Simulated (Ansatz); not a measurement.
# ZrNH+ (quartet): wave-function methods side by side, def2-QZVPP

Aim: climb from Hartree-Fock through coupled cluster for ZrNH+ (quartet) at one geometry and basis, and see what each rung misses.

Program: Ansatz 0.2.0, Gaussian basis. Level of theory: def2-QZVPP, core rule «outside noble gas», up to 5 orbitals frozen. These are calculated values, not measurements.

To be run: UHF; ROHF; CCSD(T) on UHF.

### 1 The geometry

The geometry is a PBE0/def2-TZVP stationary point (not a proven minimum). No spin-orbit coupling is included. Elements past krypton take def2 core potentials.

3 atoms, charge 1, spin multiplicity 4.

Atoms are counted from 1 here; the program's logs count them from 0.

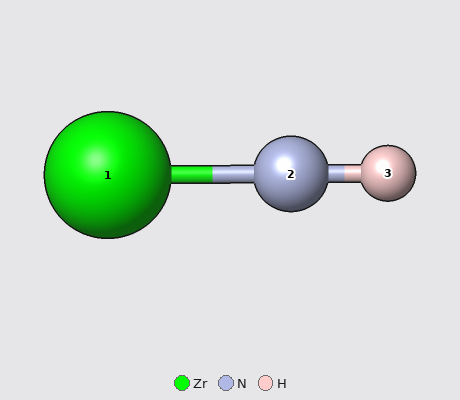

The structure; zirconium green, nitrogen light blue, hydrogen pink; atoms are numbered from 1 in the order of the file.

In the tables R marks a restricted open-shell determinant and U an unrestricted one; energies count from the table's Hartree-Fock row.

### 2 UHF

Input file in.yaml:

```yaml
crystal:
  periodic: [false, false, false]
  atoms:
    - {symbol: Zr, position_ang: [0.000000, 0.000000, 1.626338]}
    - {symbol: N, position_ang: [0.000000, 0.000000, -0.303487]}
    - {symbol: H, position_ang: [0.000000, 0.000000, -1.322851]}
basis:
  gaussian: {orbitals: "def2-QZVPP.json"}
total_charge: 1
magnetization: {spin_polarized: true, initial_magnetization: 3}
hamiltonian: {xc: hf}
output: {orbitals: {seedname: orbitals}}
```

The run is started by

```
> ansatz run in.yaml --threads 1 --pin off --events-out ev --progress --plain --max-ram 4096MiB --backend cpu
```

Log:

```text
Functional definition: HF
  name "HF"
  cite "Fock, Z. Phys. 61, 126 (1930) doi:10.1007/BF01340294"
  parent pbe
  exchange = exact_x
  correlation = 0
807 factors; their error is unknown
mean field evaluation 1: about -2748.6375 eV, gradient 4.1e1 eV
mean field evaluation 2: about -2751.4994 eV, gradient 3.2e1 eV
mean field evaluation 4: about -2756.3503 eV, gradient 1.2e0 eV
mean field evaluation 8: about -2756.4000 eV, gradient 2.6e-1 eV
mean field evaluation 16: about -2756.4545 eV, gradient 7.7e-5 eV
mean field evaluation 32: about -2756.4695 eV, gradient 2.0e-5 eV
mean field evaluation 64: about -2756.4538 eV, gradient 1.2e-1 eV
mean field evaluation 96: about -2756.1565 eV, gradient 1.4e0 eV
mean field evaluation 128: about -2756.4663 eV, gradient 1.7e-1 eV
mean field evaluation 160: about -2756.4543 eV, gradient 6.8e-2 eV
mean field evaluation 192: about -2752.6250 eV, gradient 7.3e0 eV
mean field evaluation 224: about -2752.0425 eV, gradient 9.0e0 eV
mean field evaluation 256: about -2754.0697 eV, gradient 7.3e0 eV
mean field evaluation 288: about -2756.4708 eV, gradient 9.7e-2 eV
mean field evaluation 320: about -2753.3290 eV, gradient 9.6e0 eV
mean field evaluation 352: about -2756.4695 eV, gradient 7.3e-6 eV
mean field -2756.46951548 eV, -101.2983862918 hartree, gradient 7.3e-6 eV, S^2 3.760534; 7 other end points of the search recorded, 0 dependent functions left out
reference -2756.46951548 eV, -101.2983862918 hartree; 11, 8 occupied and 157, 160 virtual orbitals, 807 factors
Total energy: -2756.46951548 eV, -101.2983862918 hartree
```

Wall time 21 s (1 thread of AMD EPYC 7R13, shared host); peak memory 0.39 GiB.

From the report: ⟨S²⟩ of the determinant 3.761 (pure quartet: 3.75).

### 3 ROHF

Edit in.yaml of step 2 so:

```diff
@@ -9,3 +9,3 @@
 total_charge: 1
-magnetization: {spin_polarized: true, initial_magnetization: 3}
+magnetization: {spin_polarized: false, initial_magnetization: 3}
 hamiltonian: {xc: hf}
```

Same command.

Log, shortened:

```text
Functional definition: HF
  name "HF"
  cite "Fock, Z. Phys. 61, 126 (1930) doi:10.1007/BF01340294"
  parent pbe
[...]
807 factors; their error is unknown
[...]
mean field -2756.26137561 eV, -101.2907372925 hartree, gradient 3.2e-6 eV, S^2 3.750000; 10 other end points of the search recorded, 0 dependent functions left out
reference -2756.26137561 eV, -101.2907372925 hartree; 11, 8 occupied and 157, 160 virtual orbitals, 807 factors
Total energy: -2756.26137561 eV, -101.2907372925 hartree
```

Wall time 18 s (1 thread of AMD EPYC 7R13, shared host); peak memory 0.38 GiB.

### 4 CCSD(T) on UHF

Edit in.yaml of step 3 so:

```diff
@@ -9,4 +9,3 @@
 total_charge: 1
-magnetization: {spin_polarized: false, initial_magnetization: 3}
-hamiltonian: {xc: hf}
-output: {orbitals: {seedname: orbitals}}
+magnetization: {spin_polarized: true, initial_magnetization: 3}
+correlation: {method: ccsd_t, electrons: outside_noble_gas}
```

The run is started by

```
> ansatz run in.yaml --threads 2 --pin off --events-out ev --progress --plain --max-ram 24576MiB --backend cuda --devices 0, --max-vram 18GiB
```

Log, shortened:

```text
Functional definition: HF
  name "HF"
  cite "Fock, Z. Phys. 61, 126 (1930) doi:10.1007/BF01340294"
  parent pbe
[...]
1034 factors; integrals over basis functions are off by at most 1.2e-3 eV
[...]
mean field -2756.46955595 eV, -101.2983877791 hartree, gradient 2.5e-6 eV, S^2 3.760534; 27 other end points of the search recorded, 0 dependent functions left out
determinant -2756.46955595 eV, -101.2983877791 hartree, with singles and doubles -2763.19151471 eV, -101.5454152071 hartree
determinant -2756.45454759 eV, -101.2978362320 hartree, with singles and doubles -2763.17848572 eV, -101.5449364005 hartree
determinant -2755.80552427 eV, -101.2739850648 hartree, with singles and doubles -2762.59977355 eV, -101.5236691204 hartree
determinant -2755.65678994 eV, -101.2685191791 hartree, with singles and doubles -2762.27196660 eV, -101.5116224372 hartree
[...]
determinant -2753.05553113 eV, -101.1729246811 hartree, with singles and doubles -2758.81126744 eV, -101.3844440889 hartree
determinant -2753.04779425 eV, -101.1726403560 hartree, with singles and doubles -2758.95329289 eV, -101.3896634280 hartree
determinant -2756.46955595 eV, -101.2983877791 hartree, with singles and doubles -2763.07795775 eV, -101.5412420659 hartree
determinant -2756.45454759 eV, -101.2978362320 hartree, with singles and doubles -2763.06425653 eV, -101.5407385554 hartree
5 core orbitals not correlated: weight in the atoms' cores, before any rotation towards them, 0.981 or more for the frozen orbitals, at most 0.013 for the correlated occupied ones
reference -2756.46955595 eV, -101.2983877791 hartree; 6, 3 occupied and 157, 160 virtual orbitals, 1034 factors
second order -6.25542854 eV of doubles, -0.00000000 eV of singles
cycle   1  -6.60840081 eV  change    9.9e-7 eV  update   9.0e-6
perturbative correction -0.32353862 eV, -0.0118898249 hartree
Total energy: -2763.40149538 eV, -101.5531318543 hartree
```

Run time: 44 s. Hardware: 1 × H100 (card shared with other runs) with 2 threads of AMD EPYC 7R13, shared host; peak host memory 0.94 GiB.

From the report: ⟨S²⟩ of the determinant 3.761 (pure quartet: 3.75); correlation -6.9319 eV; T1 0.024; largest double amplitude 0.04.

### 5 All levels against the top one

No level here is safe as a reference; UCCSD(T) serves as a yardstick only. Rows without a time come out of other runs: HF, MP2 and CCSD of CCSD(T), CCSDT of CCSDT(Q).

```csv
method,energy from the lowest RHF (meV),from UCCSD(T) (meV),time
RHF,0.0,+7140.1,
UHF,-208.2,+6931.9,
UMP2,-6463.6,+676.5,
UCCSD,-6816.6,+323.5,
UCCSD(T),-7140.1,0,44 s
```

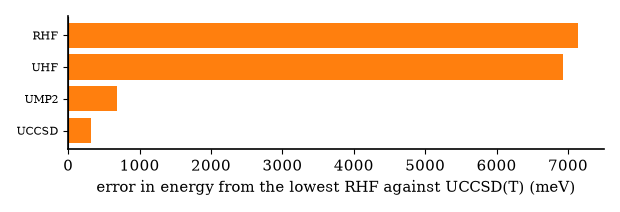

Error of each method against UCCSD(T).

### 6 Results

```
                     quantity       value
UCCSD(T) below the RHF energy  -7.1401 eV
           UMP2 from UCCSD(T)  +676.5 meV
```
